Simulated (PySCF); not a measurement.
# GeH2Cl− (SMILES [Cl][GeH2-]): levels of theory compared

We compute a comparison of 4 runs (PBE0/STO-3G, wB97X-V/STO-3G, NEVPT2(2,2)/STO-3G, UCCSD(T)/STO-3G) of GeH2Cl−. Input form: a Python script.

The results are computed with PySCF 2.14.0.

4 further runs of the same task are left out: 1 that didn't finish, 3 set aside as unsound or not needed.

**1. The molecule**

GeH2Cl− has 4 atoms, charge -1, and is taken as a singlet. As SMILES, `[Cl][GeH2-]`. The Ge2–H4 distance was set to 2.108 Å, away from the relaxed value.

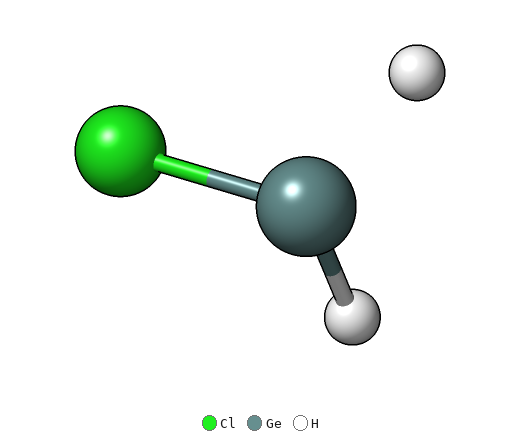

Viewed from a chosen angle; chlorine green, germanium teal, hydrogen white.

**2. A single-point energy at PBE0/STO-3G (run 1)**

The input, calc.py:

```python
from pyscf import gto, dft

system = gto.Mole()
system.atom = '''
Cl  -1.834378   0.221827   0.861967
Ge  -0.232098  -0.974503  -0.316293
H   -0.116478   0.216157  -1.601353
H    1.377880   0.032810   0.598330
'''
system.max_memory = 1860
system.spin = 0
system.charge = -1
system.verbose = 3
system.basis = 'sto-3g'
system.build()

ks = dft.RKS(system)
ks.xc = 'pbe0'
ks.grids.level = 5
ks.conv_tol = 1e-10
ks.kernel()
if not ks.converged:
    ks = ks.newton().run(ks.mo_coeff, ks.mo_occ)

e_tot = ks.e_tot
print(f'total energy: {e_tot:.8f} hartree')
```

Run with:

```bash
$ OMP_NUM_THREADS=1 python calc.py
```

Log:

```text
converged SCF energy = -2508.94014123526
total energy: -2508.94014124 hartree
```

It took 3.9 s on 1 thread of Arm Neoverse V1, shared host; peak memory 0.24 GiB.

**3. A single-point energy at wB97X-V/STO-3G (run 2)**

The input, geometry.xyz:

```xyz
4

Cl    -1.834378     0.221827     0.861967
Ge    -0.232098    -0.974503    -0.316293
H     -0.116478     0.216157    -1.601353
H      1.377880     0.032810     0.598330
```

The input, job.py:

```python
from pyscf import gto, dft

mol = gto.M(
    atom='geometry.xyz',
    max_memory=1860,
    verbose=3,
    charge=-1,
    basis='sto-3g',
    spin=0,
)

mf = dft.RKS(mol, xc='wb97x-v')
mf.conv_tol = 1e-10
mf.grids.level = 5
mf.nlcgrids.level = 1
mf.kernel()
if not mf.converged:
    mf = mf.newton().run(mf.mo_coeff, mf.mo_occ)

energy = mf.e_tot
print(f'total energy: {energy:.8f} hartree')
```

Run with:

```bash
$ OMP_NUM_THREADS=1 python job.py
```

Log:

```text
converged SCF energy = -2509.08487653516
total energy: -2509.08487654 hartree
```

It took 20 s on 1 thread of Arm Neoverse V1, shared host; peak memory 0.24 GiB.

Run 3 isn't shown in full; the table further down has it.

**4. A single-point energy at UCCSD(T)/STO-3G (run 4)**

The input, input.py:

```python
from pyscf import gto, cc

mol = gto.Mole()
mol.atom = 'Cl -1.834378 0.221827 0.861967; Ge -0.232098 -0.974503 -0.316293; H -0.116478 0.216157 -1.601353; H 1.377880 0.032810 0.598330'
mol.max_memory = 1860
mol.basis = 'sto-3g'
mol.charge = -1
mol.verbose = 3
mol.build()

mf = mol.UHF()
mf.conv_tol = 1e-10
mf.kernel()
if not mf.converged:
    mf = mf.newton().run(mf.mo_coeff, mf.mo_occ)
for _ in range(3):
    mo, _, stable, _ = mf.stability(return_status=True)
    if stable:
        break
    mf.kernel(mf.make_rdm1(mo, mf.mo_occ))

mycc = cc.CCSD(mf, frozen=14)
mycc.kernel()
e_t = mycc.ccsd_t()
energy = mycc.e_tot + e_t
print('Final energy', energy)
```

Run with:

```bash
$ OMP_NUM_THREADS=1 python input.py
```

Log:

```text
converged SCF energy = -2507.31972561546  <S^2> = 2.4843416e-10  2S+1 = 1
<class 'pyscf.scf.uhf.UHF'> wavefunction has an internal instability
converged SCF energy = -2507.31996779054  <S^2> = 0.081399677  2S+1 = 1.1513465
<class 'pyscf.scf.uhf.UHF'> wavefunction is stable in the internal stability analysis
E(UCCSD) = -2507.394275297735  E_corr = -0.07430750719364251
UCCSD(T) correction = -0.000464637922793495
Final energy -2507.3947399356584
```

Wall time 1.1 s (1 thread of Arm Neoverse V1, shared host); peak memory 0.12 GiB.

**5. Overview of the runs**

```csv
run,level,nlc grid,integration grid,energy (Eh),HOMO energy (eV),LUMO energy (eV),HOMO–LUMO gap (eV),wall time
1,PBE0/STO-3G,–,5,-2508.940141,3.74,10.53,6.79,3.9 s
2,wB97X-V/STO-3G,1,5,-2509.084877,1.20,12.77,11.57,20 s
3,"NEVPT2(2,2)/STO-3G",–,–,-2507.382175,0.58,14.48,13.91,0.9 s
4,UCCSD(T)/STO-3G,–,–,-2507.394740,0.82,14.42,13.59,1.1 s
```

**6. Outcome**

| quantity | value |
| --- | --- |
| run 4: total energy | -2507.39474 Eh |
| run 4: HOMO energy (Hartree–Fock orbitals) | 0.82 eV |
| run 4: LUMO energy (Hartree–Fock orbitals) | 14.42 eV |
| run 4: HOMO–LUMO gap (to an unbound level, set by the basis) | 13.59 eV |
| run 4: correlation energy (14 core orbitals frozen) | -74.8 mEh |
| run 4: (T) correction | -0.46 mEh |
| run 4: ⟨S²⟩ of the reference determinant | 0.081 |
| run 4: T1 diagnostic | 0.025 |

In words: Totals of different functionals can't be ranked against each other. In runs 1, 2, 3, 4 the HOMO lies above zero, so the outermost electron may be held by the basis alone. In runs 1, 2, 3, 4 the basis is minimal, so the values are rough. All runs together took 25 s, the longest 20 s.
